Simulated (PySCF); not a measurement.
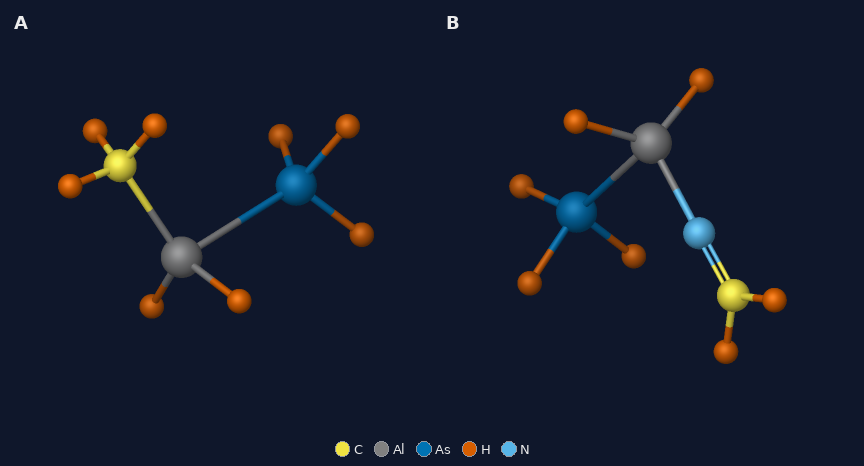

Two related species, optimised with PBE0-D3(BJ)/def2-SVP; properties computed with PySCF 2.14.0. Both: charge 0, singlet.

> Identify both.

A is CH8AlAs, B is CH7AlAsN.

Compare them. With PBE0/def2-TZVPD: dipole moment (D), HOMO–LUMO gap (eV), HOMO energy (Kohn–Sham orbital) (eV), lowest vertical singlet excitation (eV), mean static polarisability (bohr³). With PBE0-D3(BJ)/def2-SVP: mean As–Al length (Å), mean As–H length (Å).

| quantity | A | B |
| --- | --- | --- |
| dipole moment (D) | 3.59 | 3.10 |
| HOMO–LUMO gap (eV) | 7.03 | 5.46 |
| HOMO energy (Kohn–Sham orbital) (eV) | −7.51 | −6.06 |
| lowest vertical singlet excitation (eV) | 6.00 | 3.39 |
| mean static polarisability (bohr³) | 82.0 | 91.7 |
| mean As–Al length (Å) | 2.642 | 2.717 |
| mean As–H length (Å) | 1.511 | 1.515 |

Each is one conformer, and no frequency run is at hand to confirm it as a minimum.
